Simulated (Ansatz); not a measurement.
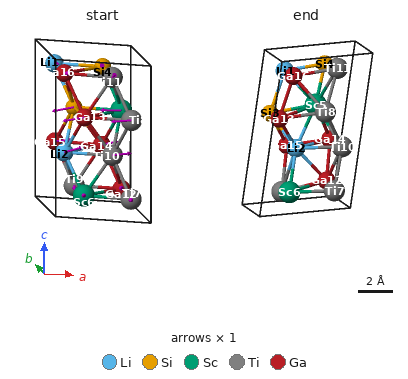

The structure of solid Li$_{2}$Sc$_{2}$Ti$_{5}$Ga$_{5}$Si$_{2}$ (a generated structure, set up in P1) (coarse preliminary run) before (left) and after (right) a relaxation, at one scale. The purple arrows give the displacements (the part carried along by the change of the cell is left out), at their true length.

A ball-and-stick model of the cell of the calculation, reduced to other axes, seen slightly off an axis. Lengths and directions refer to the drawn axes.

Case: elements placed on the hcp lattice at random.

Theory: DFT PBE, scalar-relativistic, plane waves, PAW in Ansatz 0.2.0. Settings: plane-wave cutoff 420 eV; k-point mesh 3 × 3 × 2; occupations gaussian; smearing width 0.1 eV; mesh shifted by (0, 0, 0.5); no spin polarisation; cell and atoms relaxed; force threshold 0.04 eV/Å; at most 50 steps.

### What changed between the two?

The energy falls by 2.884 eV per cell of the calculation in 31 accepted moves (35 points after the start). The largest force component goes from 0.6 to 0.016 eV/Å. Pressure: −8.37 GPa at the start and 0.00 GPa at the end. The line search rejected the trial steps at points 21, 28 of the run. The SCF was repeated twice at an unchanged geometry on a basis and grid sized afresh for the cell, which shifted the energy by 4.0 meV per cell of the calculation at most. The largest moves relative to the cell, 1.36 Å, are those of Si3 and Ga13. Si3 goes along [−3 −1 0]. Largest moves by element: Si 1.36 Å, Ga 1.36 Å, Sc 1.30 Å, Ti 1.27 Å, Li 1.19 Å. Cell: a 6.023 → 5.758 Å (−4.4 %), b 6.023 → 5.635 Å (−6.5 %), c 9.637 → 9.695 Å (+0.6 %), α 90.0° → 98.3°, β 90.0° → 72.8°, γ 120.0° → 118.0°. Volume −12.4 %. Near-neighbour distances that change, for instance: Ti8–Ga16 5.218 → 3.031 Å, Li1–Sc5 5.177 → 3.014 Å, Ti11–Ga13 2.930 → 4.624 Å, Ti8–Ga16 (another image) 2.981 → 4.519 Å. New bonds form, among them: Li1–Ti8 (4.23 → 2.76 Å), Li2–Sc5 (4.25 → 2.88 Å), Sc5–Ga16 (4.24 → 2.79 Å), Sc6–Ga14 (4.24 → 2.87 Å). Bonds break, among them: Li1–Sc5 (2.97 → 4.44 Å), Sc6–Ti10 (2.96 → 4.18 Å). Among the angles between lasting bonds that change: Li1–Si3–Sc5 120.5° → 64.1°, Sc5–Si4–Ti9 145.6° → 98.5°, Li1–Si3–Sc5 59.5° → 105.6°. The space group stays P1 (No. 1).
